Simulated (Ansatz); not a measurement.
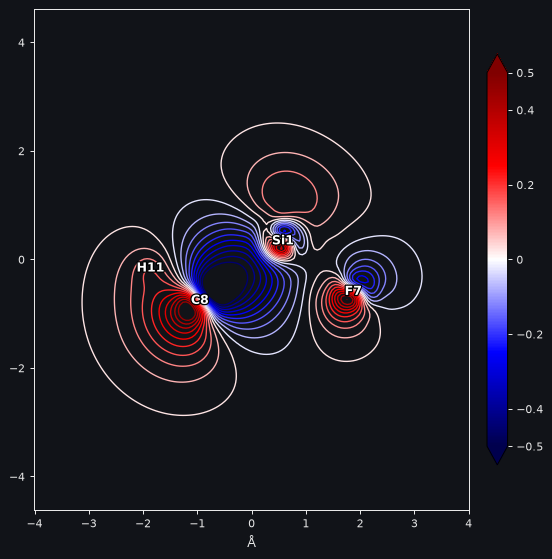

Figure. CH7FSi2. The HOMO−1 on the plane of atoms Si1, C8 and H11 (values in Å⁻³ᐟ²; the overall sign is arbitrary).

All numbers below come from RHF/6-31G* in Ansatz 0.2.0.

```csv
atom,x (Å),y (Å),z (Å)
Si,0.2190,0.0449,-0.0435
Si,1.0384,-0.0641,2.1573
H,-0.0549,-0.3142,3.1209
H,2.0117,-1.1744,2.2623
H,1.7202,1.1929,2.5292
H,1.3294,0.3028,-0.9833
F,-0.7907,1.2917,-0.1479
C,-0.7013,-1.5058,-0.5696
H,-1.5315,-1.7258,0.0950
H,-1.1006,-1.3944,-1.5738
H,-0.0382,-2.3675,-0.5712
```

What is the character of this orbital?

By Hirshfeld shares it lies mainly on C8 (about 30 %), Si1 (about 25 %) and H6 (about 20 %). Its energy is −12.51 eV.
